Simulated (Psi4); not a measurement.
# One shape, several levels: doublet C3H6O+

Wanted: a comparison of 3 runs (UHF/3-21G, UHSE06/6-31G*, UB3LYP/6-31G*) of doublet C3H6O+. 

Program for the calculation: Psi4 1.11.

1 further run of the same task is left out (set aside as unsound or not needed).

## Step 1: Starting point

C3H6O+: 10 atoms, total charge +1, spin state doublet. As SMILES of the parent species, `C1COC1`. Geometry: relaxed at PBE0-D4/def2-TZVP. That shape belongs to the parent species and isn't relaxed for this state.

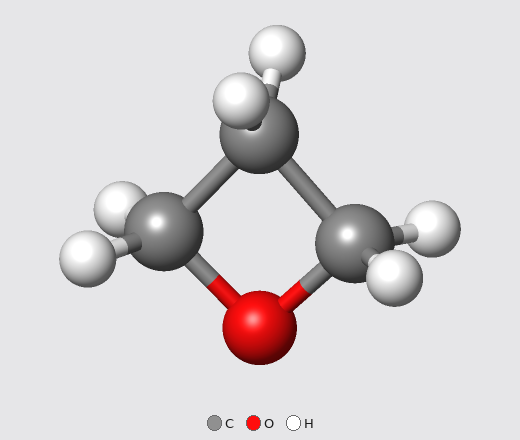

Viewed from a chosen angle; carbon grey, oxygen red, hydrogen white.

## Step 2: A single-point energy at UHF/3-21G (run 1)

The input, c3h6o.dat:

```
memory 1600 mb

molecule {
  1 2
  C     -0.599130     0.517750    -0.075190
  C     -0.419380    -0.997090     0.061270
  O      1.008280    -0.871970     0.109830
  C      0.930030     0.555770     0.001820
  H     -1.025190     0.851830    -1.020120
  H     -1.121860     1.003500     0.747450
  H     -0.819130    -1.441330     0.978800
  H     -0.745780    -1.595590    -0.795340
  H      1.348230     1.052830     0.883310
  H      1.443940     0.924300    -0.891830
  symmetry c1
}

set {
  basis 3-21G
  reference uhf
  puream true
  e_convergence 1e-09
  d_convergence 1e-08
  scf_type pk
  maxiter 100
}

result, w = energy('scf', return_wfn=True)
oeprop(w, 'LOWDIN_CHARGES', 'QUADRUPOLE', 'MAYER_INDICES', title='SCF')
```

The run is started by

```bash
$ psi4 c3h6o.dat c3h6o.out -n 1
```

c3h6o.out:

```text
[...]
  Running in c1 symmetry.
[...]
  Nuclear repulsion =  128.774432063293631
[...]
  Multiplicity = 2
[...]
  Nalpha       = 16
  Nbeta        = 15
[...]
    Number of basis functions: 48
[...]
   @UHF iter   1:  -190.41856235753676   -1.70360e-01   6.00412e-03 ADIIS/DIIS
[...]
   @UHF iter  18:  -190.52823827737581   -5.99698e-12   9.52426e-09 DIIS
[...]
   @S^2 Observed:                7.617515817E-01
[...]
  @UHF Final Energy:  -190.52823827737581
   => Energetics <=
    Nuclear Repulsion Energy =            128.7744320632936308
    One-Electron Energy =                -504.7238907166335480
    Two-Electron Energy =                 185.4212203759640829
    Total Energy =                       -190.5282382773758059
  UHF NO Occupations:
  HONO-2 :   14  A 1.9982535
  HONO-1 :   15  A 1.9982270
[...]
 Multipole Moments:
 ------------------------------------------------------------------------------------
     Multipole            Electronic (a.u.)      Nuclear  (a.u.)        Total (a.u.)
 ------------------------------------------------------------------------------------
 L = 1.  Multiply by 2.5417464519 to convert [e a0] to [Debye]
 Dipole X            :          1.8858720           -2.2287680           -0.3428960
 Dipole Y            :         -1.6307225            1.9276437            0.2969212
 Dipole Z            :          0.2106304           -0.2378433           -0.0272130
 Magnitude           :                                                    0.4544012
 L = 2.  Multiply by 1.3450342976 to convert [e a0^2] to [Debye ang]
 Quadrupole XX       :        -94.9692021           80.8739172          -14.0952848
 Quadrupole XY       :         -0.7287352            3.5225912            2.7938560
[...]
```

Run time: 5.1 s. Hardware: 1 thread of Intel Xeon at 2.70GHz, shared host; peak memory 0.19 GiB.

## Step 3: Energy and gradient at UHSE06/6-31G(d) (spherical functions) (run 2)

The input, c3h6o.xyz:

```xyz
10
C3H6O
C     -0.599130     0.517750    -0.075190
C     -0.419380    -0.997090     0.061270
O      1.008280    -0.871970     0.109830
C      0.930030     0.555770     0.001820
H     -1.025190     0.851830    -1.020120
H     -1.121860     1.003500     0.747450
H     -0.819130    -1.441330     0.978800
H     -0.745780    -1.595590    -0.795340
H      1.348230     1.052830     0.883310
H      1.443940     0.924300    -0.891830
```

The input, job.py:

```python
import psi4

psi4.set_memory('1600 MB')
psi4.set_num_threads(1)
psi4.core.set_output_file('output.dat', False)

with open('c3h6o.xyz') as f:
    atoms = ''.join(f.readlines()[2:])
m = psi4.geometry('1 2\n' + atoms + 'symmetry c1')

psi4.set_options({
    'basis': '6-31G*',
    'reference': 'uks',
    'puream': True,
    'e_convergence': 1e-09,
    'd_convergence': 1e-08,
    'scf_type': 'pk',
    'dft_radial_points': 99,
    'dft_spherical_points': 590,
    'maxiter': 100,
})

result, w = psi4.gradient("hse06", return_wfn=True)
print('gradient / Eh bohr^-1')
print(result.np.round(6))
print(f'energy = {w.energy():.10f} Eh')
```

The run is started by

```bash
$ python job.py
```

output.dat:

```text
[...]
  Running in c1 symmetry.
[...]
  Nuclear repulsion =  128.774432063293631
[...]
  Multiplicity = 2
[...]
  Nalpha       = 16
  Nbeta        = 15
[...]
    Number of basis functions: 68
[...]
   @UKS iter   1:  -192.44551028999140    9.11929e-02   6.64217e-03 ADIIS/DIIS
[...]
   @UKS iter  13:  -192.54975572924053   -1.16813e-11   7.76578e-09 DIIS
[...]
   @S^2 Observed:                7.545350519E-01
[...]
  @UKS Final Energy:  -192.54975572924053
   => Energetics <=
    Nuclear Repulsion Energy =            128.7744320632936308
    One-Electron Energy =                -507.2665101365121245
    Two-Electron Energy =                 206.5837530320323765
    DFT Exchange-Correlation Energy =     -20.6414306880543919
    Empirical Dispersion Energy =           0.0000000000000000
    VV10 Nonlocal Energy =                  0.0000000000000000
    Total Energy =                       -192.5497557292405304
[...]
  -Total Gradient:
     Atom            X                  Y                   Z
    ------   -----------------  -----------------  -----------------
       1       -0.006723594574     0.005772070223    -0.001671951025
       2        0.007738960426    -0.028421228057     0.003445239553
       3       -0.002699190058     0.002315811790    -0.000799498273
       4        0.029344346206    -0.003566840768     0.002501377271
       5        0.001086713703    -0.000842038957     0.002626994283
       6        0.001360907060    -0.001261811588    -0.002101231515
       7       -0.004828579980     0.009026806867    -0.004641544104
       8       -0.005151322301     0.009810265595     0.002422729233
       9       -0.009788632126     0.003321038134    -0.004427797776
      10       -0.010337010632     0.003843751303     0.002647802051
[...]
```

The script printed:

```text
gradient / Eh bohr^-1
[[-0.006724  0.005772 -0.001672]
 [ 0.007739 -0.028421  0.003445]
 [-0.002699  0.002316 -0.000799]
 [ 0.029344 -0.003567  0.002501]
 [ 0.001087 -0.000842  0.002627]
 [ 0.001361 -0.001262 -0.002101]
 [-0.004829  0.009027 -0.004642]
 [-0.005151  0.00981   0.002423]
 [-0.009789  0.003321 -0.004428]
 [-0.010337  0.003844  0.002648]]
energy = -192.5497557292 Eh
```

Run time: 84 s. Hardware: 1 thread of Intel Xeon at 2.70GHz, shared host; peak memory 0.81 GiB.

## Step 4: A single-point energy at UB3LYP/6-31G(d) (Cartesian functions) (run 3)

The input, input.json:

```json
{
 "schema_name": "qcschema_input",
 "schema_version": 1,
 "molecule": {
  "schema_name": "qcschema_molecule",
  "schema_version": 2,
  "symbols": ["C", "C", "O", "C", "H", "H", "H", "H", "H", "H"],
  "geometry": [-1.13219161, 0.9784057, -0.14208851, -0.79251334, -1.88422702, 0.11578352, 1.90537306, -1.64778449, 0.20754862, 1.75750199, 1.05025309, 0.0034393, -1.93732833, 1.6097254, -1.92774741, -2.12000815, 1.89634017, 1.41247579, -1.54793136, -2.72371896, 1.84966393, -1.40931995, -3.01522811, -1.50297478, 2.54778545, 1.98956036, 1.66921398, 2.72865114, 1.74667386, -1.68531445],
  "molecular_charge": 1,
  "molecular_multiplicity": 2,
  "fix_symmetry": "c1",
  "fix_com": true,
  "fix_orientation": true
 },
 "driver": "energy",
 "model": {
  "method": "b3lyp",
  "basis": "6-31G*"
 },
 "keywords": {
  "reference": "uks",
  "puream": false,
  "e_convergence": 1e-09,
  "d_convergence": 1e-08,
  "scf_type": "pk",
  "dft_radial_points": 99,
  "dft_spherical_points": 590,
  "maxiter": 100,
  "scf_properties": ["DIPOLE", "QUADRUPOLE", "MULLIKEN_CHARGES"]
 }
}
```

The run is started by

```bash
$ psi4 --qcschema input.json -n 1 --memory 1600MB
```

stdout:

```text
[...]
  Running in c1 symmetry.
[...]
  Nuclear repulsion =  128.774432090126879
[...]
  Multiplicity = 2
[...]
  Nalpha       = 16
  Nbeta        = 15
[...]
    Number of basis functions: 72
[...]
   @UKS iter   1:  -192.64485811205475    6.34050e-02   6.68625e-03 ADIIS/DIIS
[...]
   @UKS iter  13:  -192.75991628773377   -3.04112e-12   7.12861e-09 DIIS
[...]
   @S^2 Observed:                7.539830214E-01
[...]
  @UKS Final Energy:  -192.75991628773377
   => Energetics <=
    Nuclear Repulsion Energy =            128.7744320901268793
    One-Electron Energy =                -507.2948246411854711
    Two-Electron Energy =                 207.3979694001427276
    DFT Exchange-Correlation Energy =     -21.6374931368179020
    Empirical Dispersion Energy =           0.0000000000000000
    VV10 Nonlocal Energy =                  0.0000000000000000
    Total Energy =                       -192.7599162877337733
[...]
 Multipole Moments:
 ------------------------------------------------------------------------------------
     Multipole            Electronic (a.u.)      Nuclear  (a.u.)        Total (a.u.)
 ------------------------------------------------------------------------------------
 L = 1.  Multiply by 2.5417464519 to convert [e a0] to [Debye]
 Dipole X            :        -12.4082914           12.5016155            0.0933241
 Dipole Y            :         10.7319193          -10.8123326           -0.0804133
 Dipole Z            :         -1.3202478            1.3385119            0.0182641
 Magnitude           :                                                    0.1245362
 L = 2.  Multiply by 1.3450342976 to convert [e a0^2] to [Debye ang]
 Quadrupole XX       :        -98.9145812           85.6027604          -13.3118208
 Quadrupole XY       :          3.3987435           -0.5672636            2.8314799
[...]
```

The result, in JSON:

```text
{
 "driver": "energy",
 "model": {
  "method": "b3lyp",
  "basis": "6-31G*"
 },
 "success": true,
 "return_result": -192.75991628773377,
 "properties": {
  "calcinfo_nbasis": 72,
  "calcinfo_nmo": 72,
  "calcinfo_nalpha": 16,
  "calcinfo_nbeta": 15,
  "calcinfo_natom": 10,
  "nuclear_repulsion_energy": 128.77443209012688,
  "return_energy": -192.75991628773377,
  "scf_one_electron_energy": -507.29482464118547,
  "scf_two_electron_energy": 207.39796940014273,
  "scf_xc_energy": -21.637493136817902,
  "scf_dipole_moment": [0.0933240939776514, -0.08041329574250611, 0.01826408611485597],
  "scf_total_energy": -192.75991628773377,
  "scf_iterations": 13
 }
}
```

Wall time 38 s (1 thread of Intel Xeon at 2.70GHz, shared host); peak memory 0.83 GiB.

## Step 5: Overview of the runs

| run | level | task | integration grid | energy (Eh) | HOMO energy (eV) | LUMO energy (eV) | ⟨S²⟩ | wall time |
| --- | --- | --- | --- | --- | --- | --- | --- | --- |
| 1 | UHF/3-21G | energy | – | -190.528238 | -19.49 | -5.73 | 0.762 | 5.1 s |
| 2 | UHSE06/6-31G* (spherical functions) | gradient | 99 radial × 590 angular | -192.549756 | -15.27 | -12.25 | 0.755 | 84 s |
| 3 | UB3LYP/6-31G* (Cartesian functions) | energy | 99 radial × 590 angular | -192.759916 | -15.43 | -12.17 | 0.754 | 38 s |

## Step 6: Summary of results

```
                                 quantity          value
                      run 3: total energy  -192.75992 Eh
run 3: HOMO energy (highest over α and β)      -15.43 eV
 run 3: LUMO energy (lowest over α and β)      -12.17 eV
                              run 3: ⟨S²⟩          0.754
```

What this shows: Totals of different functionals can't be ranked against each other. All runs together took 2.1 min, the longest 84 s.
